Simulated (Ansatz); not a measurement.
```xyz
11

B     0.0429   -0.2302    0.1745
O    -0.3476   -0.9475    1.2953
H    -1.3051   -1.1276    1.3190
Cl    1.8486   -0.0691   -0.0338
O    -0.6956    0.2149   -0.8678
H    -1.6555    0.2310   -0.7081
O     0.0471    1.7740    1.8375
Al    1.7493    2.1123    1.5267
H     2.8370    1.6216    2.5953
H     1.9838    3.2740    0.4603
H    -0.1468    0.9722    2.3829
```

Not at a stationary point (largest force 0.7 eV/Å).

All numbers below come from RKS PBE/def2-SVP (Ansatz).

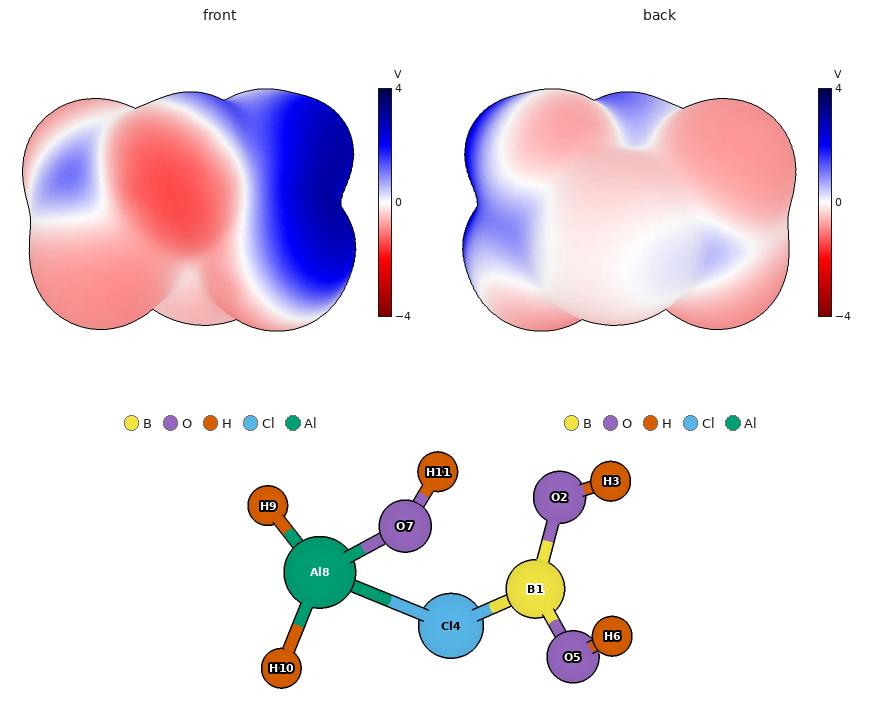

AlBClH5O3. The electrostatic potential painted on the density surface at 0.001 e/bohr³, seen from the front and from behind; red is negative and blue positive. The bare structure is drawn below in the same view.

> Which sites attract a positive test charge, and which a negative one?

A positive charge is drawn to the negative regions and a negative charge to the positive ones. The most negative region (about −1.4 V) lies over O7, the most positive (about +3.0 V) over H3 and H6. O7 is the likeliest acceptor of a hydrogen bond.
